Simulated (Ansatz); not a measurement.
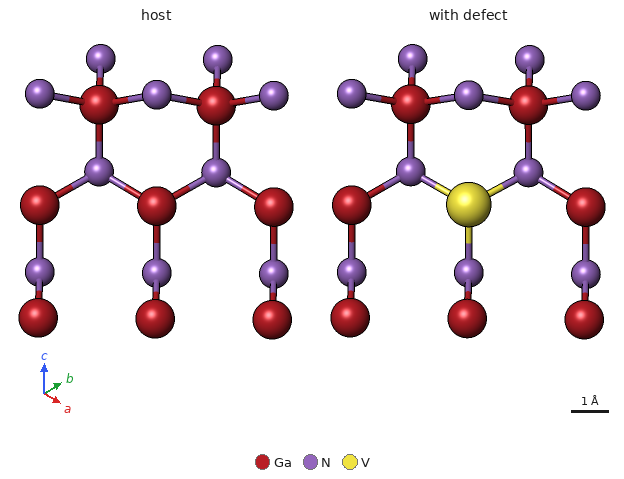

Left: perfect GaN. Right: the same region with one point defect, after relaxing the atoms in a supercell of 48 sites. Style: ball-and-stick. Shown: the atoms within 4.6 Å of one point, in a slice 3.4 Å thick across the line of sight, from a free direction.

All numbers below come from Ansatz 0.2.0, DFT, PBE, plane-wave PAW, default files, scalar-relativistic. Settings: plane-wave cutoff 420 eV; k-point mesh 4 × 3 × 2; occupations fermi dirac; smearing width 0.01 eV; collinear spin. The axes drawn are those of the host's conventional cell.

Q: What kind of defect was made?

A: A gallium atom is replaced by vanadium.

The charge state of the cell is 0.

Q: What does the relaxation do around it?

A: In the host the Ga atom has 4 N at 1.94 to 1.95 Å; the V atom ends with 4 N at 1.95 to 1.97 Å. Of the host's atoms, a nitrogen atom moves furthest from its site, by 0.02 Å. The cell's net moment is 1.92 μB. Relaxing the atoms from the host's sites lowers the energy by 0.03 eV.

Limits of the set-up: the periodic images lie only 6.4 Å apart, so the values are limited by the cell's size.
